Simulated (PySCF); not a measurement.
**[Lu(H2O)]3+: from a template to the relaxed complex**

Aim: find the relaxed shape of [Lu(H2O)]3+, test it by its vibrations, and read charges and levels. The species was built from a template and needn't be a known compound.

Computed with PySCF 2.14.0. Level: B3LYP, Lu def2-SVP with ECP28, O def2-SVP, H def2-SVP; scalar-relativistic core potentials, no spin–orbit coupling.

2 further runs of the same task are left out: 2 for a known fault of the program. Runs told in other sessions of the task aren't counted.

**1. Starting geometry**

4 atoms, charge 3, spin multiplicity 1.

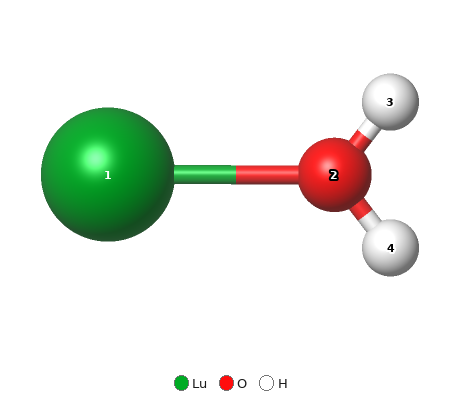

As it starts; lutetium green, oxygen red, hydrogen white; atoms are numbered from 1 in the order of the file.

As a file:

```xyz
4
charge 3, multiplicity 1
Lu    0.00000    0.00000    0.00000
O     0.00000    0.00000    2.38500
H     0.77000    0.00000    2.97500
H    -0.77000    0.00000    2.97500
```

Formal oxidation states: Lu +3.

**2. SCF at the start, singlet**

File run.py (the lines that set the calculation):

```python
mol = gto.M(atom='''
Lu     0.00000     0.00000     0.00000
O      0.00000     0.00000     2.38500
H      0.77000     0.00000     2.97500
H     -0.77000     0.00000     2.97500''',
    basis={'Lu': 'def2-SVP', 'O': 'def2-SVP', 'H': 'def2-SVP'},
    ecp={'Lu': 'def2-SVP'},
    charge=3, spin=0)
mf = dft.RKS(mol, xc='B3LYP')
mf.grids.atom_grid = (50, 194)  # f atoms: unpruned, at least (60, 302)
mf = mf.density_fit()  # fitting sets: Lu def2-universal-JKFIT, O def2-universal-JKFIT, H def2-universal-JKFIT
mf.conv_tol = 1e-08; mf.max_cycle = 55
mf.kernel(dm0)  # dm0: free metal ions and neutral atoms
```

Started as:

```
> OMP_NUM_THREADS=2 python run.py
```

Output:

```text
init E= -1301.36907508073
  HOMO = -1.17007499878045  LUMO = -1.03498595370161  gap/eV = 3.67596
cycle= 1 E= -1308.78469305312  delta_E= -7.42  |g|= 3.42  |ddm|= 3.24
  HOMO = -0.845920220020735  LUMO = -0.84405272881439  gap/eV = 0.05082
cycle= 2 E= -1295.90928283267  delta_E= 12.9  |g|=  5.5  |ddm|= 4.45
  HOMO = -0.67950888160581  LUMO = -0.66783401044182  gap/eV = 0.31769
cycle= 3 E= -1293.35234642721  delta_E= 2.56  |g|=   12  |ddm|=  7.2
  HOMO = -1.01293095432109  LUMO = -0.803350236321727  gap/eV = 5.70298
cycle= 4 E= -1310.9391216116  delta_E= -17.6  |g|= 1.12  |ddm|= 6.05
  HOMO = -0.970408952915264  LUMO = -0.855671893375998  gap/eV = 3.12215
cycle= 5 E= -1311.17720332947  delta_E= -0.238  |g|= 0.446  |ddm|= 1.15
  HOMO = -0.945548667798235  LUMO = -0.836204905982008  gap/eV = 2.97540
cycle= 6 E= -1311.16253497756  delta_E= 0.0147  |g|= 0.415  |ddm|= 0.32
  HOMO = -0.987161230683562  LUMO = -0.810864831924545  gap/eV = 4.79727
cycle= 7 E= -1311.19840687731  delta_E= -0.0359  |g|= 0.0898  |ddm|= 0.294
  HOMO = -0.98555531566927  LUMO = -0.807290276873666  gap/eV = 4.85084
cycle= 8 E= -1311.19893925731  delta_E= -0.000532  |g|= 0.0374  |ddm|= 0.0344
  HOMO = -0.987115311663196  LUMO = -0.805836213051634  gap/eV = 4.93286
cycle= 9 E= -1311.19911300328  delta_E= -0.000174  |g|= 0.012  |ddm|= 0.0181
  HOMO = -0.987635215104845  LUMO = -0.805250657136973  gap/eV = 4.96294
cycle= 10 E= -1311.19912834332  delta_E= -1.53e-05  |g|= 0.00209  |ddm|= 0.00616
  HOMO = -0.987746867493769  LUMO = -0.805075258609743  gap/eV = 4.97075
cycle= 11 E= -1311.19912894135  delta_E= -5.98e-07  |g|= 0.000153  |ddm|= 0.0014
  HOMO = -0.98776604829235  LUMO = -0.805056514276211  gap/eV = 4.97178
cycle= 12 E= -1311.19912894623  delta_E= -4.87e-09  |g|= 7.51e-06  |ddm|= 0.000167
  HOMO = -0.987768056991314  LUMO = -0.805056282042383  gap/eV = 4.97184
Extra cycle  E= -1311.19912894624  delta_E= -1.57e-11  |g|= 7.87e-06  |ddm|= 1.35e-05
converged SCF energy = -1311.19912894624
```

Run time: 8.1 s. Hardware: 2 threads of Arm Neoverse V1, shared host; peak memory 0.44 GiB.

It gives: E = -1311.199129 Eh, HOMO -26.88 eV, LUMO -21.91 eV, Mulliken charge on Lu1 +2.59 e. 

**3. Relaxation, singlet**

Steps are kept in the start's point group, C2v.

File run.py (the lines that set the calculation):

```python
mol = gto.M(atom='''
Lu     0.00000     0.00000    -0.22879
O      0.00000     0.00000     2.15621
H      0.77000     0.00000     2.74621
H     -0.77000     0.00000     2.74621''',
    basis={'Lu': 'def2-SVP', 'O': 'def2-SVP', 'H': 'def2-SVP'},
    ecp={'Lu': 'def2-SVP'},
    charge=3, spin=0)
mf = dft.RKS(mol, xc='B3LYP')
mf.grids.atom_grid = (50, 194)  # f atoms: unpruned, at least (60, 302)
mf = mf.density_fit()  # fitting sets: Lu def2-universal-JKFIT, O def2-universal-JKFIT, H def2-universal-JKFIT
mf.conv_tol = 1e-08; mf.max_cycle = 55
mf.kernel(dm0)  # dm0: an SCF of this state at this start
# quasi-Newton relaxation in Cartesian coordinates to a largest gradient under 0.00045 Eh/bohr, steps kept in the point group
```

Started as:

```
> OMP_NUM_THREADS=2 python run.py
```

The driver keeps no SCF log for this step, only its results.

It took 25 s on 2 threads of Arm Neoverse V1, shared host.

Along the way:

```
step  energy from step 1 (eV)  largest force component (eV/Å)
   1                   0.0000                          3.7953
   2                  -0.2615                          1.9815
   3                  -0.4517                          2.0141
   4                  -0.4867                          0.5024
   5                  -0.4960                          0.1605
   6                  -0.4977                          0.0491
   7                  -0.4977                          0.0057
```

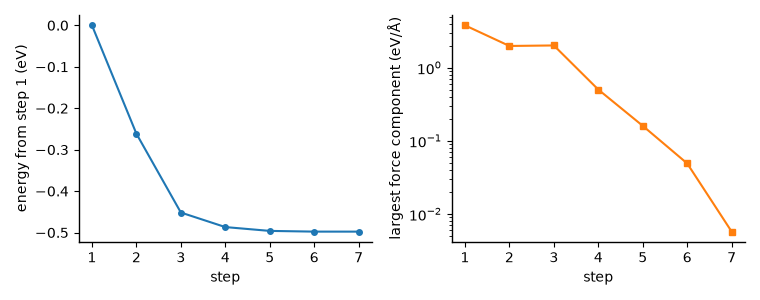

Energy and largest force along the relaxation.

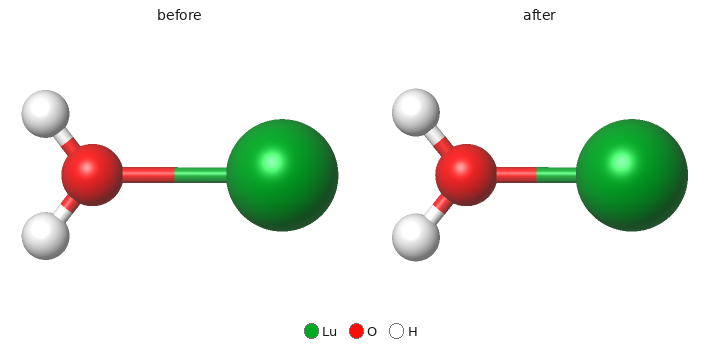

The geometry before (left) and after (right).

Distances of close pairs at the start and the end, largest changes first:

```
  bond  before (Å)  after (Å)  change (Å)
Lu1–O2       2.385      2.080      -0.305
 O2–H3       0.970      1.011      +0.041
 O2–H4       0.970      1.011      +0.041
```

It ends in C2v at E = -1311.217420 Eh.

```
atom    x (Å)   y (Å)    z (Å)
 Lu1   0.0000  0.0000  -0.0221
  O2   0.0000  0.0000   2.0576
  H3   0.7875  0.0000   2.6922
  H4  -0.7875  0.0000   2.6922
```

**4. The relaxed geometry turned into its symmetry frame**

File run.py (the lines that set the calculation):

```python
mol = gto.M(atom='''
Lu     0.00000     0.00000    -0.20075
O      0.00000     0.00000     1.87889
H      0.78753     0.00000     2.51351
H     -0.78753     0.00000     2.51351''',
    basis={'Lu': 'def2-SVP', 'O': 'def2-SVP', 'H': 'def2-SVP'},
    ecp={'Lu': 'def2-SVP'},
    charge=3, spin=0)
mf = dft.RKS(mol, xc='B3LYP')
mf.grids.atom_grid = (50, 194)  # f atoms: unpruned, at least (60, 302)
mf = mf.density_fit()  # fitting sets: Lu def2-universal-JKFIT, O def2-universal-JKFIT, H def2-universal-JKFIT
mf.conv_tol = 1e-08; mf.max_cycle = 55
mf.kernel(dm0)  # dm0: free metal ions and neutral atoms
```

Started as:

```
> OMP_NUM_THREADS=2 python run.py
```

Output:

```text
init E= -1301.35501705512
  HOMO = -1.22649007279971  LUMO = -1.06627477184738  gap/eV = 4.35968
cycle= 1 E= -1308.67619945333  delta_E= -7.32  |g|= 3.51  |ddm|= 3.29
  HOMO = -0.827996186208796  LUMO = -0.82137244059682  gap/eV = 0.18024
cycle= 2 E= -1296.85327548074  delta_E= 11.8  |g|= 5.11  |ddm|= 6.46
  HOMO = -0.767105722839502  LUMO = -0.744871243598074  gap/eV = 0.60503
cycle= 3 E= -1293.02120877771  delta_E= 3.83  |g|= 12.3  |ddm|= 8.11
  HOMO = -1.04602243760545  LUMO = -0.908854142599218  gap/eV = 3.73254
cycle= 4 E= -1310.76023059098  delta_E= -17.7  |g|= 1.47  |ddm|= 5.27
  HOMO = -1.18149821582161  LUMO = -0.792591913123489  gap/eV = 10.58268
cycle= 5 E= -1311.11291741979  delta_E= -0.353  |g|= 0.767  |ddm|= 0.901
  HOMO = -0.999401793096336  LUMO = -0.818661461872019  gap/eV = 4.91819
cycle= 6 E= -1311.19450689107  delta_E= -0.0816  |g|= 0.331  |ddm|= 0.67
  HOMO = -1.05717919072351  LUMO = -0.790934543763716  gap/eV = 7.24489
cycle= 7 E= -1311.21678161387  delta_E= -0.0223  |g|= 0.0705  |ddm|= 0.263
  HOMO = -1.05664060947148  LUMO = -0.792784966093624  gap/eV = 7.17988
cycle= 8 E= -1311.21723556516  delta_E= -0.000454  |g|= 0.0362  |ddm|= 0.0196
  HOMO = -1.0546544891451  LUMO = -0.794099180318274  gap/eV = 7.09007
cycle= 9 E= -1311.21737566767  delta_E= -0.00014  |g|= 0.0172  |ddm|= 0.0121
  HOMO = -1.0528720039529  LUMO = -0.795240381665353  gap/eV = 7.01051
cycle= 10 E= -1311.21741976877  delta_E= -4.41e-05  |g|= 0.000968  |ddm|= 0.0108
  HOMO = -1.05290596316229  LUMO = -0.795227237859983  gap/eV = 7.01180
cycle= 11 E= -1311.21741982937  delta_E= -6.06e-08  |g|= 4.96e-05  |ddm|= 0.000379
  HOMO = -1.05289972797293  LUMO = -0.79523048897935  gap/eV = 7.01154
cycle= 12 E= -1311.2174198298  delta_E= -4.31e-10  |g|= 3.11e-05  |ddm|= 5.98e-05
  HOMO = -1.05291087890557  LUMO = -0.795226775477025  gap/eV = 7.01194
Extra cycle  E= -1311.2174198295  delta_E= 3.06e-10  |g|= 6.31e-05  |ddm|= 4.83e-05
converged SCF energy = -1311.2174198295
```

Wall time 1.5 s (2 threads of Arm Neoverse V1, shared host).

Read off: E = -1311.217420 Eh, HOMO -28.65 eV, LUMO -21.64 eV, Mulliken charge on Lu1 +2.55 e. 

**5. Harmonic vibrations**

run.py (the lines that set the calculation), as its differences from that of step 4:

```diff
@@ -11,3 +11,4 @@
 mf = mf.density_fit()  # fitting sets: Lu def2-universal-JKFIT, O def2-universal-JKFIT, H def2-universal-JKFIT
-mf.conv_tol = 1e-08; mf.max_cycle = 55
-mf.kernel(dm0)  # dm0: free metal ions and neutral atoms
+mf.conv_tol = 1e-10; mf.max_cycle = 55
+mf.kernel(dm0)  # dm0: the density of the relaxed state
+# Hessian and dipole derivatives by central differences of gradients, 0.02 bohr
```

Started as:

```
> OMP_NUM_THREADS=2 python run.py
```

The driver keeps no SCF log for this step, only its results.

It took 42 s on 2 threads of Arm Neoverse V1, shared host.

Point group C2v; negative numbers are unstable modes, and those under 60 cm⁻¹ are near the numerical noise:

```
cm⁻¹  km/mol  symmetry
 517    16.4        a1
 713    90.6        b2
 760   429.9        b1
1641   193.9        a1
3273   626.3        b2
3276   843.4        a1
```

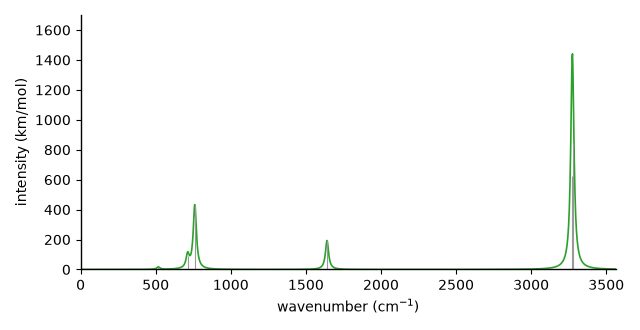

The infrared spectrum from the harmonic lines. Lines are broadened to a width of 25 cm⁻¹ (Lorentzian).

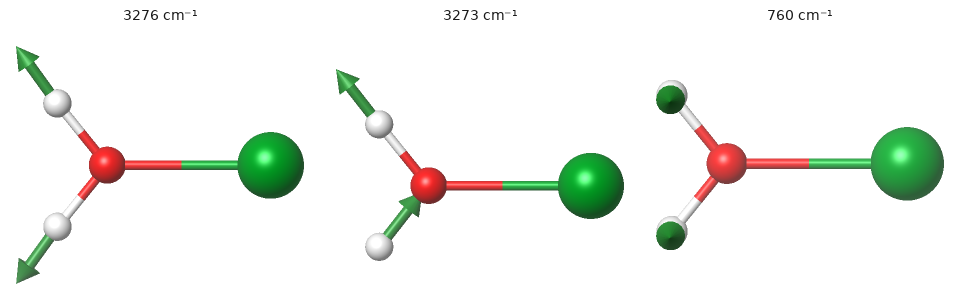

How the atoms move in 3 of the modes.

**6. Charges, bond orders and levels**

File run.py (the lines that set the calculation):

```python
mol = gto.M(atom='''
Lu     0.00000     0.00000    -0.02208
O      0.00000     0.00000     2.05756
H      0.78753     0.00000     2.69218
H     -0.78753     0.00000     2.69218''',
    basis={'Lu': 'def2-SVP', 'O': 'def2-SVP', 'H': 'def2-SVP'},
    ecp={'Lu': 'def2-SVP'},
    charge=3, spin=0)
mf = dft.RKS(mol, xc='B3LYP')
mf.grids.atom_grid = (75, 302)  # f atoms: unpruned, at least (60, 302)
mf = mf.density_fit()  # fitting sets: Lu def2-universal-JKFIT, O def2-universal-JKFIT, H def2-universal-JKFIT
mf.conv_tol = 1e-09; mf.max_cycle = 55
mf.kernel(dm0)  # dm0: the density of the relaxed state
```

Started as:

```
> OMP_NUM_THREADS=2 python run.py
```

Output:

```text
init E= -1311.21742034831
  HOMO = -1.05290150108197  LUMO = -0.795227674240507  gap/eV = 7.01166
cycle= 1 E= -1311.2174203483  delta_E= 1.86e-11  |g|= 7.45e-05  |ddm|= 4.22e-05
  HOMO = -1.05291080689273  LUMO = -0.795229212164603  gap/eV = 7.01187
cycle= 2 E= -1311.21742034752  delta_E= 7.73e-10  |g|= 0.000155  |ddm|= 5.39e-05
  HOMO = -1.05290594505695  LUMO = -0.795228207784209  gap/eV = 7.01177
cycle= 3 E= -1311.21742034856  delta_E= -1.04e-09  |g|= 7.24e-06  |ddm|= 3.41e-05
  HOMO = -1.05290488342246  LUMO = -0.795228248601921  gap/eV = 7.01174
cycle= 4 E= -1311.21742034856  delta_E= -3.87e-12  |g|= 1.4e-06  |ddm|= 4.1e-06
  HOMO = -1.05290540156659  LUMO = -0.7952281804044  gap/eV = 7.01175
Extra cycle  E= -1311.21742034857  delta_E= -8.41e-12  |g|= 2.61e-06  |ddm|= 2.05e-06
converged SCF energy = -1311.21742034857
```

It took 9.7 s on 2 threads of Arm Neoverse V1, shared host.

Read off: E = -1311.217420 Eh, HOMO -28.65 eV, LUMO -21.64 eV, Mulliken charge on Lu1 +2.55 e, largest force component 0.006 eV/Å. 

Löwdin charges:

```
atom  value (e)
 Lu1       2.35
  O2       0.13
  H3       0.26
  H4       0.26
```

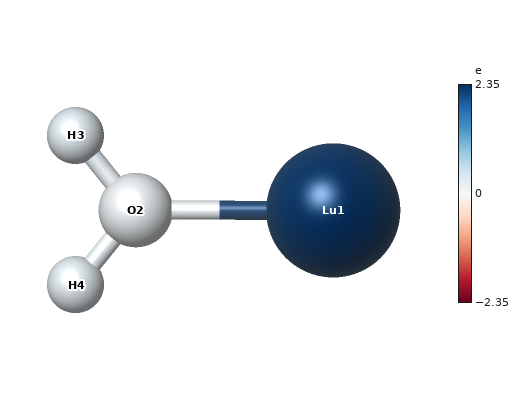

Löwdin charges, as colours on the atoms.

Mulliken charges: Lu1 +2.55, O2 -0.32, H3 +0.39, H4 +0.39 e.

Contacts (the nearest donor of each ligand) and Mayer bond orders:

```
     contact  distance (Å)  bond order
Lu1–O2 (H2O)         2.080        0.77
```

Mulliken populations of Lu1 outside the core potential: s 4.07, p 12.05, d 10.31, f 14.02.

The fields below are evaluated on a grid from the run's orbitals.

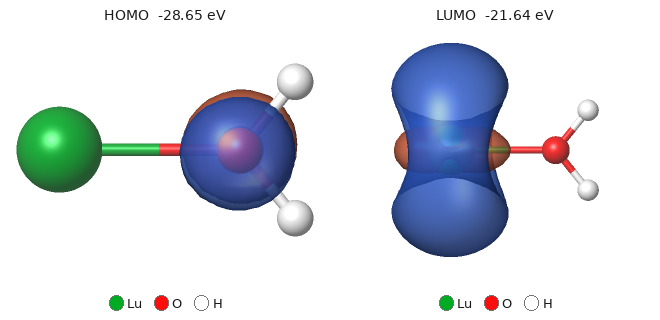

Frontier orbitals at B3LYP; each surface holds 70 % of the orbital's density, blue and red mark the sign.

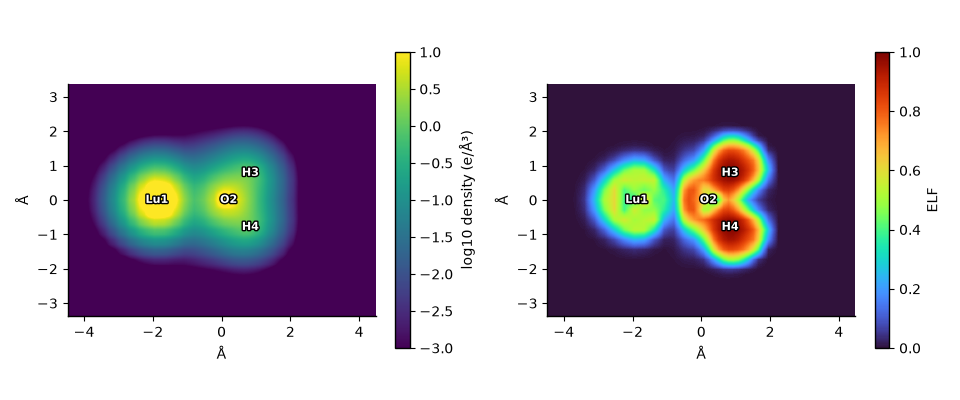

Density (left) and ELF (right) in a plane through or near 4 of the atoms.

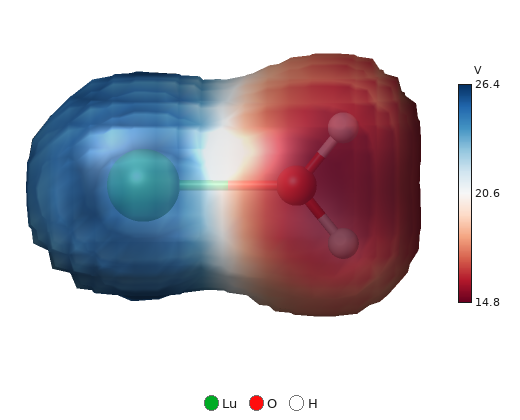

Electrostatic potential on the surface of density 0.002 e/bohr³; red is low, blue high. It runs from 14.76 V near O2 to 26.45 V near Lu1.

**7. What came out**

| quantity | value |
| --- | --- |
| state and point group | singlet, C2v |
| modes | 517 to 3276 cm⁻¹, none unstable |
| strongest infrared band (modes within 1.5 cm⁻¹ summed) | 3276 cm⁻¹ (843 km/mol) |
| zero-point energy | 0.631 eV |
| ideal gas, 298 K, 1 bar | S = 259.1, Cp = 44.9 J/(mol K) |
| metal–ligand contacts | 2.08 Å |
| frontier levels | HOMO -28.65 eV, LUMO -21.64 eV |
| dipole about the centre of mass | 3.80 D |
| mean polarisability | 2.0 Å³ |

What this shows: All modes are real, so the structure is a minimum. The metal carries +2.35 e by Löwdin's partition against a formal +3, and bond orders to the nearest donors reach 0.77. Both measures hang on the basis. One start shape was tried, so another isomer may lie lower. These are double-zeta-type bases without diffuse functions. Spin–orbit coupling is left out.
